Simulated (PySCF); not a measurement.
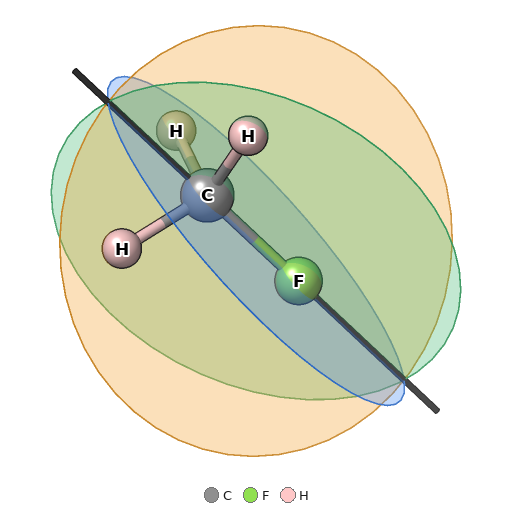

All proper rotation axes (lines) and mirror planes (discs) of the structure are drawn in. Atoms fade into the background with distance from the viewer. Computed geometry: PBE0-D3(BJ)/def2-SVP optimisation. No frequency run is at hand to confirm it as a minimum.

Question: What is the order of each axis, and which point group results?

Answer: It has 1 C3 axis and 3 mirror planes. Point group C3v. The group has 6 operations. The geometry is achiral, and symmetry allows a dipole moment.
